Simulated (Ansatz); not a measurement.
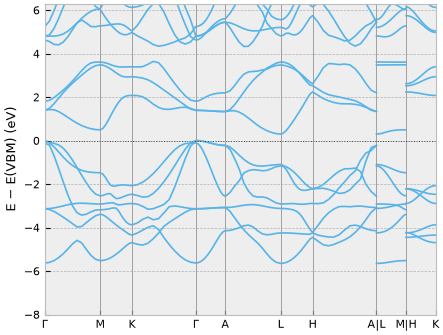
Fig. 1. Band structure from LDA in the plane-wave PAW code Ansatz

Task: Read off the gap and where the band edges lie.

Result: About 0.3 eV (0.30 eV by a search for the band edges); maximum at Γ, minimum at L.

Task: Which of these materials gives this?
A) HgS, P3_221 (Hg on 3a, S on 3b)
B) CdI2, P-3m1 (Pearson symbol hP12)
C) HfSeS, P3m1 (Hf on 1a, Se on 1b, S on 1c)
D) Cd2SeS, P3m1 (Cd on 1a, Cd on 1b, Se on 1b, S on 1a)

Result: C, HfSeS, P3m1 (Hf on 1a, Se on 1b, S on 1c)

The workflow started from a Materials Project entry (that database holds measured and hypothetical structures alike); the Crystallography Open Database copy checked does not list it. With Se and S taken as one species the cell has the higher symmetry P-3m1, so it may be an ordered model of a mixed-site phase. Its standing as an ambient phase is unchecked. Symmetry was held in the LDA relaxation; its stability against distortions is not shown here. No spin polarisation was allowed. A crystal of weakly bound layers computed without a dispersion correction: the cell and the soft elastic constants depend strongly on that. Scalar-relativistic: spin–orbit coupling is off unless named, which matters more the heavier the elements.

Potentials: the later of the program's two PAW sets.
